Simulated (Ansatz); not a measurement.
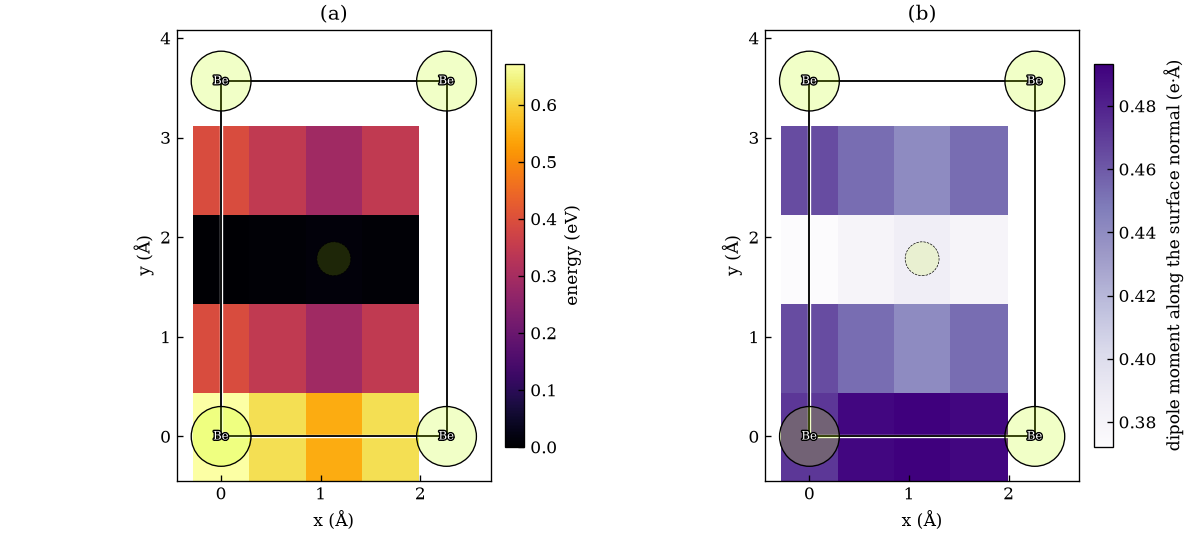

Li on a Be(100) slab cut from the P6_3/mmc phase, its upper half relaxed before the scan (24 atoms of substrate and one adsorbate in a 2 × 2 cell). Li is moved over the surface cell; relaxed at each place: the height of the adsorbate's atoms; substrate rigid; the origin of the map has the adsorbate above Be21. Places are given modulo a cell vector. The map is drawn in real space over the plane of the surface. The scan uses a 4 × 4 grid; 9 points were computed and 7 follow by symmetry. Places are given in fractions of the 1 × 1 surface cell. All energies are given in eV relative to the lowest grid point. Computed with DFT PBE, scalar-relativistic, plane waves, PAW (Ansatz 0.2.0). Settings: cutoff 420 eV, k-mesh 6×4×1, gaussian smearing 0.1 eV, no spin polarisation.

Panel (a) is the energy; panel (b) is the computed dipole moment along the surface normal, in e·Å.

The picture shows one coloured cell a grid point, labelled circles for the atoms of the top layer and small ones for the second layer, the outline of one cell of the plane.

Question: How does the dipole moment along the surface normal vary over the map, and what is it at the lowest grid point?

Answer: It runs from 0.37 e·Å at the trough between two rows of top atoms, (0/4, 2/4) of the cell vectors to 0.49 e·Å at a bridge site between two Be atoms, over a third-layer Be atom, (2/4, 0/4) of the cell vectors. At the lowest grid point, the trough between two rows of top atoms, (0/4, 2/4) of the cell vectors, it is 0.37 e·Å.
